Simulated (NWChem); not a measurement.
# the pair AlHSF2···BHO2, step by step

Wanted: the energy (singlet AlBH2SO2F2, TPSS-D2/def2-SVP), then the energy (singlet AlHSF2, TPSS-D2/def2-SVP), then a single-point energy (singlet BHO2, TPSS-D2/def2-SVP), then the energy (singlet AlHSF2, TPSS-D2/def2-SVP), then the energy (singlet BHO2, TPSS-D2/def2-SVP) of AlBF2H2O2S and its partners. 

Program for the calculation: NWChem 7.3.0.

### 1 The system as given

AlBH2SO2F2 has 9 atoms, charge 0, and is taken as a singlet. The two molecules were placed rigidly side by side, at 1.1 times their contact distance; the pair isn't optimised.

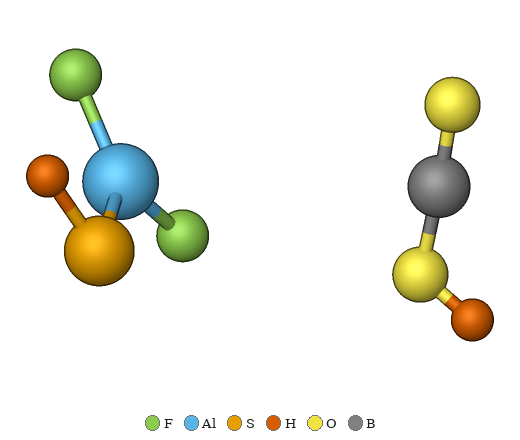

Viewed from a chosen angle; fluorine green, aluminium blue, sulfur amber, hydrogen orange, oxygen yellow, boron grey.

### 2 The energy at TPSS-D2/def2-SVP (run 1)

sp.nw reads:

```
echo
start sp
title "AlBF2H2O2S"
memory stack 880 mb heap 220 mb global 1100 mb
charge 0

geometry units atomic noautosym nocenter noautoz
 F    1.66711639   0.76087933   2.84169456
 Al   0.62417654  -0.85030117   0.41434135
 F    1.53181200  -3.78107741   0.04319914
 S   -1.91504845   0.83231097  -2.28229783
 H   -1.90805647   3.03818828  -1.01693722
 O   -4.74651959  -6.67502290   4.59158095
 B   -3.88232894  -7.54501501   2.66058321
 O   -2.86331302  -8.41787951   0.55380314
 H   -3.64301402  -9.87412136  -0.19685277
end

basis spherical bse
 F library def2-SVP
 Al library def2-SVP
 S library def2-SVP
 H library def2-SVP
 O library def2-SVP
 B library def2-SVP
end

dft
 xc xtpss03 ctpss03
 disp vdw 2
 grid fine
 convergence energy 1e-08
 iterations 100
 mulliken
 print low
end

task dft
```

Run with:

```sh
$ nwchem sp.nw > sp.out
```

The log of the run:

```text
[...]
 d= 0,ls=0.0,diis     1  -1016.4186613745 -1.39D+03  2.29D-02  1.88D+00     1.2
[...]
 d= 0,ls=0.0,diis    12  -1016.6640850642 -1.32D-09  2.19D-07  7.00D-10    12.4
         Total DFT energy =    -1016.664085064152
      One electron energy =    -2145.986141553226
           Coulomb energy =      846.364028379298
    Exchange-Corr. energy =      -87.503228240765
 Nuclear repulsion energy =      370.465324274881
    Dispersion correction =       -0.004067924339
[...]
      Total Density - Mulliken Population Analysis
     ---------------------------------------------
    Atom       Charge   Shell Charges
 -----------   ------   -------------------------------------------------------
    1 F    9     9.36   1.99  1.13  0.80  3.34  2.10  0.00
    2 Al  13    12.09   2.00  1.98  0.68 -0.03  5.92  0.80  0.34  0.40
    3 F    9     9.36   1.99  1.13  0.80  3.34  2.10  0.00
    4 S   16    16.29   2.00  1.98  1.24  0.63  5.92  1.83  2.65  0.04
    5 H    1     0.90   0.72  0.15  0.03
    6 O    8     8.14   1.99  1.11  0.60  2.82  1.60  0.01
    7 B    5     4.95   1.99  0.74  0.01  1.63  0.40  0.18
    8 O    8     8.12   1.99  1.08  0.54  2.92  1.59  0.01
    9 H    1     0.79   0.67  0.04  0.07
[...]
```

Wall time 13 s (1 thread of AMD EPYC 9R45 (Zen 5), shared host); peak memory 0.12 GiB.

### 3 AlHSF2: the energy at TPSS-D2/def2-SVP (run 2)

alf2hs.nw reads:

```
start alf2hs
title "AlF2HS energy"
memory stack 880 mb heap 220 mb global 1100 mb

geometry units angstroms noautosym nocenter noautoz
F        0.882200       0.402640       1.503760
Al       0.330300      -0.449960       0.219260
F        0.810600      -2.000860       0.022860
S       -1.013400       0.440440      -1.207740
H       -1.009700       1.607740      -0.538140
end

basis spherical bse
* library def2-SVP
end

dft
xc xtpss03 ctpss03
mult 1
disp vdw 2
grid fine
convergence energy 1e-08
iterations 100
mulliken
noprint "final vectors analysis"
end

task dft
```

Run with:

```sh
$ nwchem alf2hs.nw > alf2hs.out
```

The log of the run:

```text
[...]
          Wavefunction type:  closed shell.
          No. of atoms     :     5
          No. of electrons :    48
[...]
          Charge           :     0
          Spin multiplicity:     1
[...]
          AO basis - number of functions:    69
[...]
              XC Information
              --------------
                  TPSS metaGGA Exchange Functional  1.000
             TPSS03 metaGGA Correlation Functional  1.000
[...]
 d= 0,ls=0.0,diis     1   -840.6786431342 -1.04D+03  2.64D-02  9.23D-01     0.5
[...]
 d= 0,ls=0.0,diis    10   -840.7911415875 -5.37D-09  6.15D-07  1.95D-09     3.8
         Total DFT energy =     -840.791141587472
      One electron energy =    -1565.103784509583
           Coulomb energy =      590.253928474646
    Exchange-Corr. energy =      -65.835744643474
 Nuclear repulsion energy =      199.896872895097
    Dispersion correction =       -0.002413804158
[...]
      Total Density - Mulliken Population Analysis
     ---------------------------------------------
    Atom       Charge   Shell Charges
 -----------   ------   -------------------------------------------------------
    1 F    9     9.36   1.99  1.13  0.80  3.34  2.10  0.00
    2 Al  13    12.09   2.00  1.98  0.67 -0.03  5.92  0.80  0.34  0.40
    3 F    9     9.36   1.99  1.13  0.80  3.34  2.10  0.00
    4 S   16    16.29   2.00  1.98  1.24  0.63  5.92  1.83  2.65  0.04
    5 H    1     0.90   0.72  0.15  0.03
[...]
```

Run time: 4.5 s. Hardware: 1 thread of AMD EPYC 9R45 (Zen 5), shared host; peak memory 0.12 GiB.

### 4 BHO2: a single-point energy at TPSS-D2/def2-SVP (run 3)

bho2.nw reads:

```
START bho2
TITLE "BHO2"
memory 2200 mb

GEOMETRY units angstrom noautosym nocenter noautoz
   O    -2.511750   -3.532270    2.429760
   B    -2.054440   -3.992650    1.407920
   O    -1.515200   -4.454550    0.293060
   H    -1.927800   -5.225160   -0.104170
END

BASIS spherical bse
   * library def2-SVP
END

DFT
   xc xtpss03 ctpss03
   disp vdw 2
   grid fine
   convergence energy 1e-08
   maxiter 100
   mulliken
   noprint "final vectors analysis"
END

TASK dft energy
```

Run with:

```sh
$ nwchem bho2.nw > bho2.out
```

The log of the run:

```text
[...]
          Wavefunction type:  closed shell.
          No. of atoms     :     4
          No. of electrons :    22
[...]
          Charge           :     0
          Spin multiplicity:     1
[...]
          AO basis - number of functions:    47
[...]
              XC Information
              --------------
                  TPSS metaGGA Exchange Functional  1.000
             TPSS03 metaGGA Correlation Functional  1.000
[...]
 d= 0,ls=0.0,diis     1   -175.7356140174 -2.30D+02  4.14D-02  9.61D-01     0.2
[...]
 d= 0,ls=0.0,diis    11   -175.8696878232 -1.13D-10  2.13D-07  4.86D-10     1.6
         Total DFT energy =     -175.869687823178
      One electron energy =     -347.660969218141
           Coulomb energy =      139.456069807747
    Exchange-Corr. energy =      -21.669990734289
 Nuclear repulsion energy =       54.005649472846
    Dispersion correction =       -0.000447151341
[...]
      Total Density - Mulliken Population Analysis
     ---------------------------------------------
    Atom       Charge   Shell Charges
 -----------   ------   -------------------------------------------------------
    1 O    8     8.14   1.99  1.11  0.60  2.82  1.60  0.01
    2 B    5     4.95   1.99  0.74  0.01  1.63  0.40  0.18
    3 O    8     8.13   1.99  1.08  0.53  2.92  1.59  0.01
    4 H    1     0.79   0.67  0.04  0.07
[...]
```

Run time: 2.1 s. Hardware: 1 thread of AMD EPYC 9R45 (Zen 5), shared host; peak memory 0.11 GiB.

### 5 AlHSF2 among ghost functions: a single-point energy at TPSS-D2/def2-SVP (with ghost functions) (run 4)

a.nw reads:

```
start a
memory total 2200 mb

geometry units atomic noautosym nocenter noautoz
 F      1.66711639     0.76087933     2.84169456
 Al     0.62417654    -0.85030117     0.41434135
 F      1.53181200    -3.78107741     0.04319914
 S     -1.91504845     0.83231097    -2.28229783
 H     -1.90805647     3.03818828    -1.01693722
 bqO     -4.746520    -6.675023     4.591581
 bqB     -3.882329    -7.545015     2.660583
 bqO     -2.863313    -8.417880     0.553803
 bqH     -3.643014    -9.874121    -0.196853
end

basis "ao basis" spherical bse
 F library def2-SVP
 Al library def2-SVP
 S library def2-SVP
 H library def2-SVP
 bqO library O def2-SVP
 bqB library B def2-SVP
 bqH library H def2-SVP
end

dft
 xc xtpss03 ctpss03
 disp vdw 2
 grid fine
 convergence energy 1e-08
 maxiter 100
 mulliken
 noprint "final vectors analysis"
end

task dft energy
```

Run with:

```sh
$ nwchem a.nw > a.out
```

The log of the run:

```text
[...]
          Wavefunction type:  closed shell.
          No. of atoms     :     9
          No. of electrons :    48
[...]
          Charge           :     0
          Spin multiplicity:     1
[...]
          AO basis - number of functions:   116
[...]
              XC Information
              --------------
                  TPSS metaGGA Exchange Functional  1.000
             TPSS03 metaGGA Correlation Functional  1.000
[...]
 d= 0,ls=0.0,diis     1   -840.6797931494 -1.04D+03  1.58D-02  9.21D-01     1.1
[...]
 d= 0,ls=0.0,diis    10   -840.7923187890 -4.29D-09  2.85D-07  1.39D-09     9.9
         Total DFT energy =     -840.792318789011
      One electron energy =    -1565.076928668347
           Coulomb energy =      590.223307172896
    Exchange-Corr. energy =      -65.833142030036
 Nuclear repulsion energy =      199.896858540437
    Dispersion correction =       -0.002413803962
[...]
      Total Density - Mulliken Population Analysis
     ---------------------------------------------
    Atom       Charge   Shell Charges
 -----------   ------   -------------------------------------------------------
    1 F    9     9.36   1.99  1.13  0.80  3.34  2.10  0.00
    2 Al  13    12.09   2.00  1.98  0.68 -0.03  5.92  0.80  0.34  0.40
    3 F    9     9.36   1.99  1.13  0.80  3.34  2.09  0.00
    4 S   16    16.29   2.00  1.98  1.24  0.63  5.92  1.83  2.65  0.04
    5 H    1     0.90   0.72  0.15  0.03
    6 X    0    -0.00  -0.00 -0.00  0.00 -0.00 -0.00 -0.00
    7 X    0     0.01   0.00 -0.00  0.00 -0.00  0.00 -0.00
    8 X    0    -0.00  -0.00  0.00 -0.00 -0.00  0.00 -0.00
    9 X    0    -0.00   0.00 -0.00  0.00
[...]
```

Run time: 11 s. Hardware: 1 thread of AMD EPYC 9R45 (Zen 5), shared host; peak memory 0.12 GiB.

### 6 BHO2 among ghost functions: the energy at TPSS-D2/def2-SVP (with ghost functions) (run 5)

struct.nw reads:

```
start struct
memory 2200 mb

geometry units angstroms noautosym nocenter noautoz
  O     -2.511750    -3.532270     2.429760
  B     -2.054440    -3.992650     1.407920
  O     -1.515200    -4.454550     0.293060
  H     -1.927800    -5.225160    -0.104170
  bqF      0.882200     0.402640     1.503760
  bqAl     0.330300    -0.449960     0.219260
  bqF      0.810600    -2.000860     0.022860
  bqS     -1.013400     0.440440    -1.207740
  bqH     -1.009700     1.607740    -0.538140
end

basis "ao basis" spherical bse
  O library def2-SVP
  B library def2-SVP
  H library def2-SVP
  bqF library F def2-SVP
  bqAl library Al def2-SVP
  bqS library S def2-SVP
  bqH library H def2-SVP
end

dft
  xc xtpss03 ctpss03
  disp vdw 2
  grid fine
  convergence energy 1e-08
  iterations 100
  mulliken
  print low
end

task dft energy
```

Run with:

```sh
$ nwchem struct.nw > struct.out
```

The log of the run:

```text
[...]
 d= 0,ls=0.0,diis     1   -175.7358308636 -2.30D+02  1.68D-02  9.61D-01     1.0
[...]
 d= 0,ls=0.0,diis    11   -175.8699201392 -1.14D-10  8.70D-08  4.94D-10     9.7
         Total DFT energy =     -175.869920139178
      One electron energy =     -347.657640925490
           Coulomb energy =      139.452071134860
    Exchange-Corr. energy =      -21.669552670052
 Nuclear repulsion energy =       54.005649472846
    Dispersion correction =       -0.000447151341
[...]
      Total Density - Mulliken Population Analysis
     ---------------------------------------------
    Atom       Charge   Shell Charges
 -----------   ------   -------------------------------------------------------
    1 O    8     8.14   1.99  1.11  0.60  2.82  1.60  0.01
    2 B    5     4.94   1.99  0.74  0.01  1.64  0.39  0.18
    3 O    8     8.13   1.99  1.08  0.54  2.92  1.60  0.01
    4 H    1     0.79   0.67  0.04  0.07
    5 X    0    -0.00  -0.00  0.00 -0.00 -0.00 -0.00 -0.00
    6 X    0     0.00   0.00  0.00 -0.00  0.00 -0.00 -0.00  0.00 -0.00
    7 X    0     0.00  -0.00  0.00 -0.00 -0.00  0.00  0.00
    8 X    0    -0.00  -0.00 -0.00  0.00 -0.00 -0.00  0.00 -0.00 -0.00
    9 X    0    -0.00   0.00 -0.00 -0.00
[...]
```

It took 10 s on 1 thread of AMD EPYC 9R45 (Zen 5), shared host; peak memory 0.12 GiB.

### 7 What came out

```
                                                                                                                  quantity           value
                                                                                     run 1, TPSS-D2/def2-SVP: total energy  -1016.66409 Eh
                                                                                run 1, TPSS-D2/def2-SVP: dispersion energy   -10.68 kJ/mol
                                                                                                      AlHSF2: total energy   -840.79114 Eh
                                                                                                     AlHSF2: dipole moment          1.25 D
                                                                                                 AlHSF2: dispersion energy    -6.34 kJ/mol
                                                                                                        BHO2: total energy   -175.86969 Eh
                                                                                                       BHO2: dipole moment          3.64 D
                                                                                                   BHO2: dispersion energy    -1.17 kJ/mol
                                                                                AlHSF2 among ghost functions: total energy   -840.79232 Eh
                                                                               AlHSF2 among ghost functions: dipole moment          1.27 D
                                                                           AlHSF2 among ghost functions: dispersion energy    -6.34 kJ/mol
                                                                                  BHO2 among ghost functions: total energy   -175.86992 Eh
                                                                             BHO2 among ghost functions: dispersion energy    -1.17 kJ/mol
              interaction energy of the rigid parts AlHSF2 and BHO2 (parts in their own basis; closest atoms 3.39 Å apart)       -0.089 eV
interaction energy of the rigid parts AlHSF2 and BHO2 (parts in the whole basis, counterpoise; closest atoms 3.39 Å apart)       -0.050 eV
```

What this shows: The interaction energy of the rigid parts AlHSF2 and BHO2 (parts in their own basis; closest atoms 3.39 Å apart) is −0.09 eV (−2.0 kcal/mol): the parts attract. Without counterpoise this holds the superposition error of the basis. The interaction energy of the rigid parts AlHSF2 and BHO2 (parts in the whole basis, counterpoise; closest atoms 3.39 Å apart) is −0.05 eV (−1.2 kcal/mol): the parts attract. The basis-set superposition error is 3.7 kJ/mol. Mulliken charges (run 1, TPSS-D2/def2-SVP) run from -0.36 on F1 to +0.91 on Al2. Mulliken charges (AlHSF2) run from -0.36 on F1 to +0.91 on Al2; they depend strongly on the basis.
